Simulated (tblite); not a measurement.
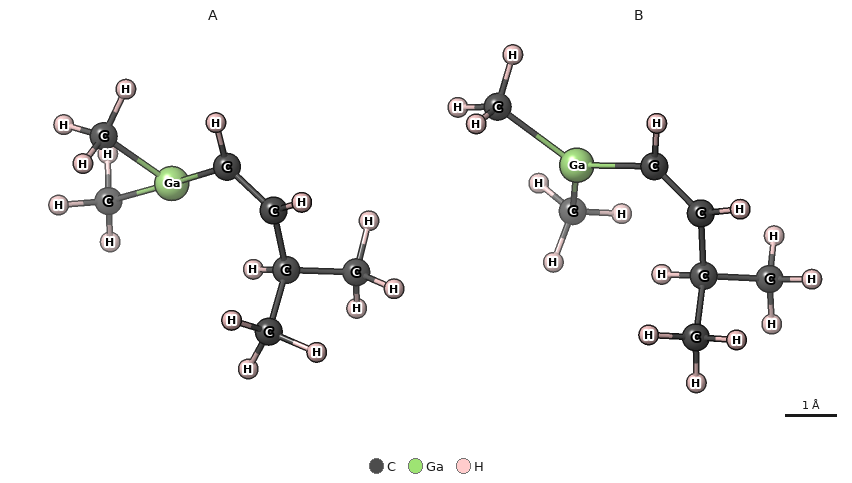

Two geometries of C₇H₁₅Ga, drawn at one scale. One is the start of a relaxation, the other its converged end. A ball-and-stick model, seen from a free direction.

Computed with GFN2-xTB geometry optimisation, gas phase in tblite. 

Which one is relaxed?

Answer. Structure B is the relaxed one. The atom that moves furthest after the best rigid fit is an H atom (1.84 Å). By element the largest moves are H 1.84 Å, C 0.92 Å, Ga 0.76 Å. Near-neighbour distances that change, for instance: C–Ga 1.833 → 2.048 Å, C–Ga 1.928 → 2.051 Å, C–Ga 2.140 → 2.032 Å, C–H 1.126 → 1.088 Å. Bond angles that change, for instance: C–Ga–C 169.6° → 127.1°, C–Ga–C 85.4° → 118.4°, C–Ga–C 86.6° → 114.3°. Groups turn about C–C by about 35°. The energy falls by 273.4 kJ/mol in 151 geometry steps.
